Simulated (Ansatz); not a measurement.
**C3H7FSi: small, medium and large basis sets**

Aim: see how fast density functionals converge with the basis set for C3H7FSi.

The runs use Ansatz 0.2.0, Gaussian basis; one geometry, several basis sets.

The runs, in order: PBE0-D4/def2-SVP; ωB97M-V/def2-SVP; PBE0-D4/def2-QZVPP; ωB97M-V/def2-QZVPP; the functionals' def2-TZVPP values are taken from earlier runs.

### 1 Structure used throughout

All runs share one geometry, relaxed beforehand with PBE0-D4 in a triple-zeta def2 set.

SMILES `CC(C)[Si]F`, 12 atoms, charge 0, spin multiplicity 1.

Atoms are counted from 1 here; the program's logs count them from 0.

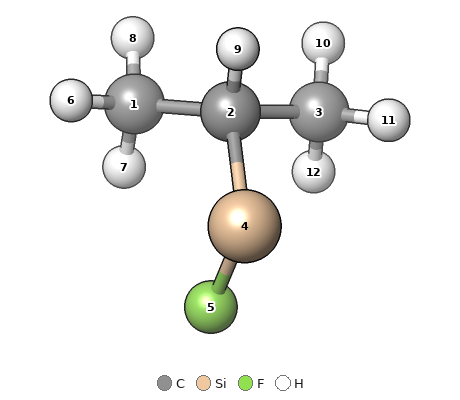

The structure; carbon grey, silicon light orange, fluorine green, hydrogen white; atoms are numbered from 1 in the order of the file.

Geometry (Å):

| atom | x (Å) | y (Å) | z (Å) |
| --- | --- | --- | --- |
| C1 | -0.98378 | 0.31634 | 0.84485 |
| C2 | -0.22320 | -0.52132 | -0.17536 |
| C3 | 1.29524 | -0.34773 | -0.03829 |
| Si4 | -0.60692 | -0.11987 | -1.99394 |
| F5 | -0.47982 | 1.49596 | -1.92831 |
| H6 | -2.06477 | 0.16354 | 0.77907 |
| H7 | -0.79113 | 1.38174 | 0.69634 |
| H8 | -0.68109 | 0.06403 | 1.86679 |
| H9 | -0.46278 | -1.58387 | -0.03290 |
| H10 | 1.63870 | -0.69292 | 0.94200 |
| H11 | 1.85738 | -0.91492 | -0.78973 |
| H12 | 1.57918 | 0.70381 | -0.13652 |

### 2 PBE0-D4 in def2-SVP

Contents of in.yaml:

```yaml
crystal:
  periodic: [false, false, false]
  atoms:
    - {symbol: C, position_ang: [-0.983784, 0.316342, 0.844848]}
    - {symbol: C, position_ang: [-0.223203, -0.521316, -0.175364]}
    - {symbol: C, position_ang: [1.295244, -0.347732, -0.038289]}
    - {symbol: Si, position_ang: [-0.606921, -0.119868, -1.993941]}
    - {symbol: F, position_ang: [-0.479818, 1.495963, -1.928313]}
    - {symbol: H, position_ang: [-2.064771, 0.163538, 0.779071]}
    - {symbol: H, position_ang: [-0.791134, 1.381741, 0.696337]}
    - {symbol: H, position_ang: [-0.681091, 0.064034, 1.866792]}
    - {symbol: H, position_ang: [-0.462782, -1.583874, -0.032896]}
    - {symbol: H, position_ang: [1.638697, -0.692922, 0.941997]}
    - {symbol: H, position_ang: [1.857384, -0.914923, -0.789727]}
    - {symbol: H, position_ang: [1.579182, 0.703815, -0.136518]}
basis:
  gaussian: {orbitals: def2-SVP}
hamiltonian: {xc: pbe0, dispersion: d4}
output: {orbitals: {seedname: orbitals}}
```

The run is started by

```
> ansatz run in.yaml --threads 4 --pin off --events-out ev --progress --plain --max-ram 10444MiB
```

After this run come: ωB97M-V in def2-SVP; PBE0-D4 in def2-QZVPP; ωB97M-V in def2-QZVPP.

Q: Predict the results of all the runs planned. Wanted: PBE0-D4: double and triple zeta above quadruple; ωB97M-V: double and triple zeta above quadruple.

The runs gave:

```
                                       quantity           value
PBE0-D4: double and triple zeta above quadruple  10.38, 0.61 eV
ωB97M-V: double and triple zeta above quadruple  10.65, 0.58 eV
```

**Reading.** For PBE0-D4 the step from double to triple zeta gains 9.77 eV and the next only 0.61 eV. Total energies overstate the basis error of differences, where much of it tends to cancel.
